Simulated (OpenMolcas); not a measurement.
Run report: Yb³⁺ complex, multiconfigurational calculation

- system: Yb³⁺ with 8 ligands (F; cube, 2.29 Å), neutralised by 8 outer point charges of +0.62 e, whose field is part of the energies.
- method: state-averaged CASSCF, active space 13 electrons in the shell 4f, basis ANO-RCC-VDZP on the metal and ANO-RCC-VDZP on the ligands, DKH2 scalar Hamiltonian, spin-orbit coupling by RASSI with atomic mean-field integrals (OpenMolcas)

**The input**
```
&GATEWAY
Coord
9

Yb 0.0 0.0 0.0
F 1.322132 1.322132 1.322132
F 1.322132 1.322132 -1.322132
F 1.322132 -1.322132 1.322132
F 1.322132 -1.322132 -1.322132
F -1.322132 1.322132 1.322132
F -1.322132 1.322132 -1.322132
F -1.322132 -1.322132 1.322132
F -1.322132 -1.322132 -1.322132
Basis=Yb.ANO-RCC-VDZP,F.ANO-RCC-VDZP
Group=XYZ
NoMove
AngMom=0.0 0.0 0.0
AMFI
RICD
XField
4 Angstrom 0
2.707773 2.707773 2.707773 0.625000
2.707773 2.707773 -2.707773 0.625000
2.707773 -2.707773 2.707773 0.625000
2.707773 -2.707773 -2.707773 0.625000
&SEWARD
&RASSCF
FileOrb=start.orb
Symmetry=2
Spin=2
nActEl=13 0 0
Inactive=35 32
Ras2=0 7
CIRoot=7 7 1
SDav=7
CIMx=300
Iter=150 100
PrWF=0.3
OrbListing=Nothing
MaxOrb=0
LevShft=1.0
>>> COPY $Project.JobIph JOB001
&RASSI
NrOfJobIphs=1 7
1 2 3 4 5 6 7
IphNames
JOB001
EJob
SpinOrbit
DIPRint=1.0
SOCoupling=1000.0
Subsets=2
Property=9
'ANGMOM' 1 'ANGMOM' 2 'ANGMOM' 3 'MLTPL  1' 1 'MLTPL  1' 2 'MLTPL  1' 3
'AMFI' 1 'AMFI' 2 'AMFI' 3
SOProperty=3
'ANGMOM' 1 'ANGMOM' 2 'ANGMOM' 3
```

The file start.orb holds starting orbitals from an earlier step. A driver script formed the levels outside the program, from RASSI's spin-orbit matrix and the active-space energies, averaged over the components of each term or state.

Hardware: 1 thread of AMD EPYC (Zen 5), 16 GiB of memory available, shared host.

Command:
```bash
OMP_NUM_THREADS=1 MOLCAS_MEM=2457 MOLCAS_PROJECT=a pymolcas a.inp > a.log  # once for each step of the input, in one work folder
```

**Output (extracts)**
```
--- SEWARD ---
Basis set label: YB.ANO-RCC...7S6P4D2F1G.

      Electronic valence basis set:
      ------------------
      Associated Effective Charge  70.000000 au
      Associated Actual Charge     70.000000 au
      Nuclear Model: Point charge

      Shell  nPrim  nBasis  Cartesian Spherical Contaminant
         s      25       7        X
         p      22       6        X
         d      15       4                 X
         f      11       2                 X
         g       4       1                 X
                  Relativistic Douglas-Kroll-Hess integrals:
                    - DKH order of Hamiltonian: 2
                    - DKH order of Properties : 0
                  Atomic mean-field integrals
--- RASSCF ---
Wave function specifications:
      -----------------------------

      Number of closed shell electrons         134
      Number of electrons in active shells      13
      Max number of holes in RAS1 space          0
      Max nr of electrons in RAS3 space          0
      Number of inactive orbitals               67
      Number of active orbitals                  7
      Number of secondary orbitals             106
      Spin quantum number                      0.5
      State symmetry                             2
Orbital specifications:
      -----------------------

      Symmetry species                           1   2
                                                ag  au
      Frozen orbitals                            0   0
      Inactive orbitals                         35  32
      Active orbitals                            0   7
      RAS1 orbitals                              0   0
      RAS2 orbitals                              0   7
      RAS3 orbitals                              0   0
      Secondary orbitals                        57  49
      Deleted orbitals                           0   0
      Number of basis functions                 92  88
      Number of CSFs                             7
      Number of root(s) required                 7
      Iter CI   SX   CI       RASSCF       Energy    max ROT     max BLB   max BLB  Level Ln srch  Step   QN
          iter iter root      energy       change     param      element    value   shift minimum  type update
 Nr of preliminary CI iterations:   1
      Total energies have been shifted. Add               -14000.00 au
        1   1    9    0  -843.77873216    0.00E+00  -4.81E-02   34  41 2  6.01E-01*  1.86   0.00    SX    NO
        2   1   10    0  -844.79485871   -1.02E+00* -2.50E-02   13  39 1 -1.90E-01*  1.22   0.00    SX    NO
        3   1    9    0  -844.99648722   -2.02E-01* -1.20E-02   34  41 2  1.18E-01*  1.31   0.00    SX    NO
        4   1    9    0  -845.02390636   -2.74E-02*  8.64E-03   38  45 2 -8.16E-02*  1.16   0.00    SX    NO
        5   1    9    0  -845.03375593   -9.85E-03*  3.47E-03   34  41 2  5.44E-02*  1.23   0.91    QN   YES
        6   1    8    0  -845.03929383   -5.54E-03*  2.88E-03   34  41 2  1.98E-02*  1.20   1.87    LS   YES
        7   1    8    0  -845.04083554   -1.54E-03*  1.30E-03   34  41 2 -8.80E-03*  1.18   1.06    QN   YES
        8   1    8    0  -845.04152150   -6.86E-04*  1.54E-03   32  84 1 -4.90E-03*  1.18   2.22    LS   YES
        9   1    8    0  -845.04181832   -2.97E-04* -6.03E-04   38  45 2  5.58E-03*  1.19   1.03    QN   YES
       10   1    7    0  -845.04196381   -1.45E-04* -3.98E-04   34  41 2  1.54E-03*  1.18   1.66    LS   YES
       11   1    7    0  -845.04199134   -2.75E-05* -2.48E-04   32  84 1  2.30E-03*  1.18   1.01    QN   YES
       12   1    7    0  -845.04201858   -2.72E-05* -2.78E-04   32  84 1  1.12E-03*  1.18   2.13    LS   YES
       13   1    7    0  -845.04202934   -1.08E-05* -8.02E-05   13  53 2  4.90E-04*  1.18   1.02    QN   YES
       14   1    6    0  -845.04203104   -1.70E-06* -5.55E-05   10  36 1  1.56E-04*  1.18   1.69    LS   YES
       15   1    6    0  -845.04203137   -3.31E-07*  1.44E-05   13  53 2 -2.27E-04*  1.18   0.98    QN   YES
       16   1    5    0  -845.04203151   -1.35E-07*  7.92E-06   13  53 2 -5.54E-05   1.18   1.55    LS   YES
       17   1    5    0  -845.04203152   -1.32E-08*  5.79E-06   10  36 1 -5.73E-05   1.18   0.88    QN   YES
       18   1    5    0  -845.04203154   -1.68E-08*  9.94E-06   13  53 2  2.32E-05   1.18   1.85    QN   YES
       19   1    5    0  -845.04203154   -8.74E-09  -4.42E-06   11  37 1  1.40E-05   1.18   1.13    QN   YES
      Convergence after 19 iterations
       20   1    5    0  -845.04203154   -1.01E-09  -4.42E-06   11  37 1  7.89E-06   1.18   1.13    QN   YES
      Natural orbitals and occupation numbers for root  1
      sym 2:   2.000000   1.000000   2.000000   2.000000   2.000000   2.000000   2.000000
      Natural orbitals and occupation numbers for root  2
      sym 2:   1.000000   2.000000   2.000000   2.000000   2.000000   2.000000   2.000000
      Natural orbitals and occupation numbers for root  3
      sym 2:   2.000000   2.000000   1.000000   2.000000   2.000000   2.000000   2.000000
::    RASSCF root number  1 Total energy: -14845.04415666
::    RASSCF root number  2 Total energy: -14845.04167894
::    RASSCF root number  3 Total energy: -14845.04167894
::    RASSCF root number  4 Total energy: -14845.04167894
::    RASSCF root number  5 Total energy: -14845.04167578
::    RASSCF root number  6 Total energy: -14845.04167578
::    RASSCF root number  7 Total energy: -14845.04167578
--- RASSI ---
SPIN-FREE ENERGIES:
  (Shifted by EMIN (a.u.) =     -14845.0441566603)

 SF State       Relative EMIN(au)   Rel lowest level(eV)    D:o, cm**(-1)

     1             0.0000000000        0.0000000000              0.0000
     2             0.0024777242        0.0674223109            543.7976
     3             0.0024777242        0.0674223109            543.7976
     4             0.0024777242        0.0674223109            543.7976
     5             0.0024808782        0.0675081336            544.4898
     6             0.0024808782        0.0675081336            544.4898
     7             0.0024808782        0.0675081336            544.4898
     Dipole printing threshold changed to   1.00000000E+00
Eigenvalues of complex Hamiltonian:
   -----------------------------------
  (Shifted by EMIN (a.u.) =     -14845.0441566603)

 SO State       Relative EMIN(au)   Rel lowest level(eV)    D:o, cm**(-1)

     1            -0.0194296174        0.0000000000              0.0000
     2            -0.0194296174        0.0000000000              0.0000
     3            -0.0179499398        0.0402640795            324.7517
     4            -0.0179499398        0.0402640795            324.7517
     5            -0.0179499398        0.0402640800            324.7517
     6            -0.0179499398        0.0402640800            324.7517
     7            -0.0179457546        0.0403779641            325.6702
     8            -0.0179457546        0.0403779641            325.6702
     9             0.0287201620        1.3102222462          10567.6551
    10             0.0287201620        1.3102222462          10567.6551
    11             0.0297154484        1.3373053693          10786.0952
    12             0.0297154484        1.3373053688          10786.0952
    13             0.0297154484        1.3373053693          10786.0952
    14             0.0297154484        1.3373053688          10786.0952
Weights of the five most important spin-orbit-free states for each spin-orbit state.

 SO State  Total energy (au)           Spin-free states, spin, and weights
 -------------------------------------------------------------------------------------------------------
    1        -0.019430       1 0.5  0.5965    5 0.5  0.1345    6 0.5  0.1345    7 0.5  0.1345    3 0.5  0.0000
    2        -0.019430       1 0.5  0.5965    5 0.5  0.1345    6 0.5  0.1345    7 0.5  0.1345    3 0.5  0.0000
    3        -0.017950       6 0.5  0.2554    5 0.5  0.2058    4 0.5  0.1884    7 0.5  0.1816    2 0.5  0.0946
    4        -0.017950       6 0.5  0.2554    5 0.5  0.2058    4 0.5  0.1884    7 0.5  0.1816    2 0.5  0.0946
    5        -0.017950       7 0.5  0.2469    5 0.5  0.2227    6 0.5  0.1732    3 0.5  0.1640    2 0.5  0.1435
    6        -0.017950       7 0.5  0.2469    5 0.5  0.2227    6 0.5  0.1732    3 0.5  0.1640    2 0.5  0.1435
    7        -0.017946       4 0.5  0.3333    2 0.5  0.3333    3 0.5  0.3333    7 0.5  0.0000    5 0.5  0.0000
    8        -0.017946       4 0.5  0.3333    2 0.5  0.3333    3 0.5  0.3333    7 0.5  0.0000    5 0.5  0.0000
    9         0.028720       1 0.5  0.4035    6 0.5  0.1988    5 0.5  0.1988    7 0.5  0.1988    3 0.5  0.0000
   10         0.028720       1 0.5  0.4035    6 0.5  0.1988    5 0.5  0.1988    7 0.5  0.1988    3 0.5  0.0000
   11         0.029715       4 0.5  0.3687    2 0.5  0.1565    6 0.5  0.1465    3 0.5  0.1176    7 0.5  0.1140
   12         0.029715       3 0.5  0.3109    2 0.5  0.2721    5 0.5  0.1414    7 0.5  0.1241    6 0.5  0.0917
```

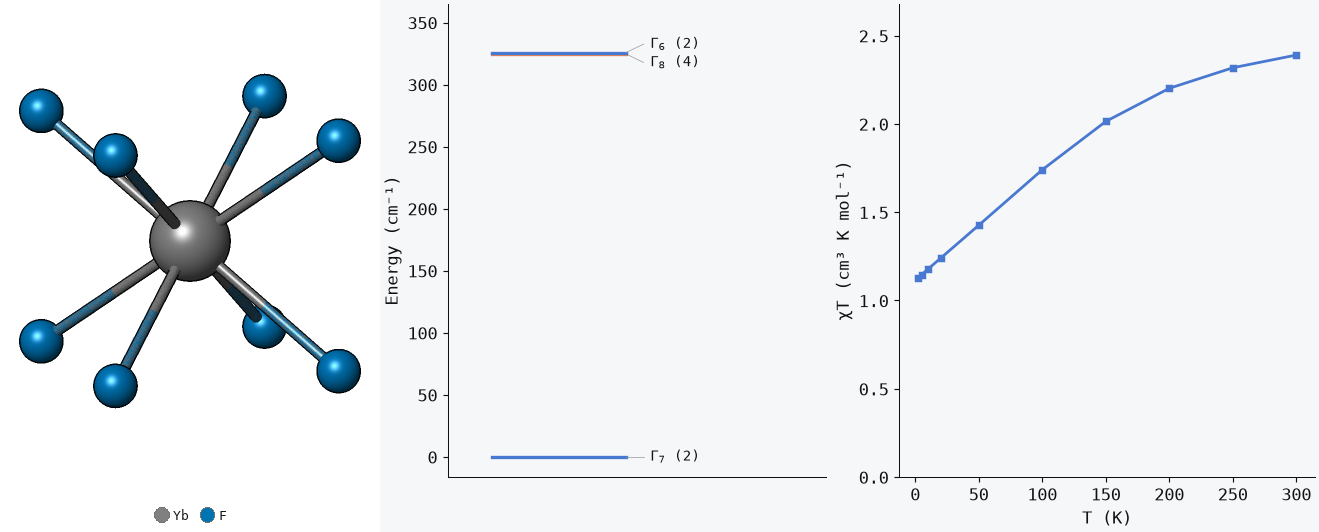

Figure 1. Yb³⁺ (4f¹³) with 8 ligands, F⁻, at 2.29 Å (arrangement: cube, Oh), neutralised by outer point charges of +0.62 e, and its levels and susceptibility. Labels give the representation in O, Td, D4 or D3 as the site allows (double group for half-integer spin) where it could be assigned and, in brackets, the degeneracy; spin-free states, where drawn, share the zero of the spin-orbit levels. Powder susceptibility by Van Vleck's formula. The ground level is Γ₇, a Kramers doublet, 100 % from states of spin multiplicity 2, effective J = 3.50, with |mJ| = 5/2 the largest share (75 %). Its principal g values are 3.45, 3.45 and 3.45, isotropic. The next level lies at 325 cm⁻¹ (Γ₈). The lowest J multiplet spreads over 326 cm⁻¹. χT is 1.13 cm³ K mol⁻¹ at 2 K and 2.39 at 300 K, an effective moment of 4.37 μB. The active orbitals hold 99 to 100 % metal character (Löwdin), and the Mulliken charge of the metal is +2.55.

**Results in brief**

```
                                 quantity                 value
                                  outcome             converged
      energy of the lowest spin-free term  −14845.04416 hartree
    energy of the lowest spin-orbit level  −14845.06359 hartree
largest spread among components of a term              0.0 cm⁻¹
                                wall time                  12 s
                              peak memory               0.6 GiB
```

**Notes**

Without dynamic correlation the splittings between terms come out too large, often by 20 to 50 %. Limits: distances are set from ionic radii, not optimised.
